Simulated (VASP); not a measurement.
Band structure of EuO (rock salt). Computed with PBE GGA with D3 dispersion (Becke-Johnson damping), VASP's PBE PAW potentials (set 64) (plane waves; VASP).

The 4f electrons are frozen in the core of the lanthanide potential, so 4f levels, which can set the real gap, and their magnetism are missing.

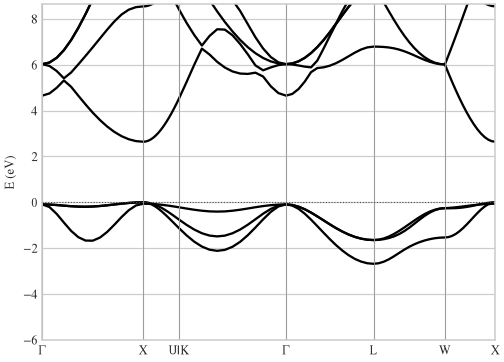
Fig. 1. Bands along high-symmetry lines, zero at the valence-band maximum or, without a gap, the Fermi level

Read the plot: is there a gap, and where are the band edges?

The gap is direct, 2.64 eV, from the valence maximum at X to the conduction minimum at X. (Edges off the drawn lines would not show.)

The compound is EuO in the rock salt structure. It was relaxed first, which changed the volume by -12 %.
